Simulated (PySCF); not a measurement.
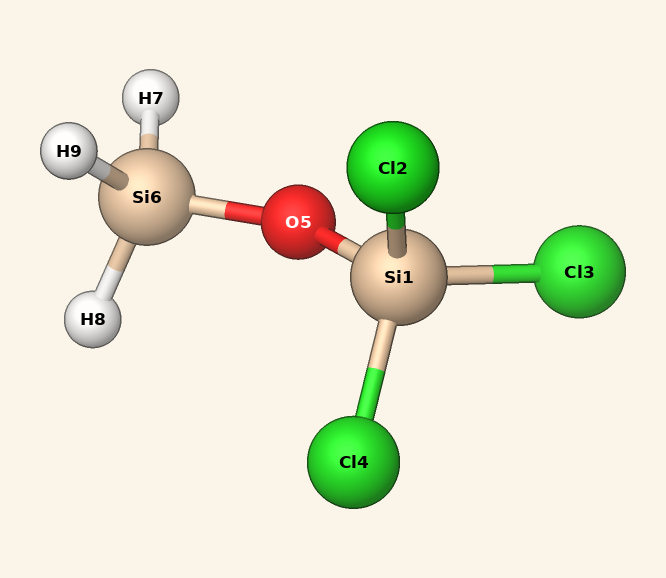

The geometry was computed by an optimisation with PBE0-D3(BJ)/def2-SVP. No frequency run is at hand to confirm it as a minimum. Level of theory: delta-SCF UKS SCAN, pcX-2 on the ionised atom (unc-x2c-TZVPall on a metal), pcseg-1 elsewhere, spin-free X2C (PySCF 2.14.0).

Give the core-electron binding energies (to vacuum; p and d levels without spin–orbit splitting) of Si1 1s, Si1 2p, Cl2 1s, Cl2 2p, O5 1s, Si6 1s, Si6 2p.

```
atom  level  binding energy (eV)
 Si1     1s               1850.2
 Si1     2p                110.2
 Cl2     1s               2829.2
 Cl2     2p                207.2
  O5     1s                538.9
 Si6     1s               1848.2
 Si6     2p                108.5
```
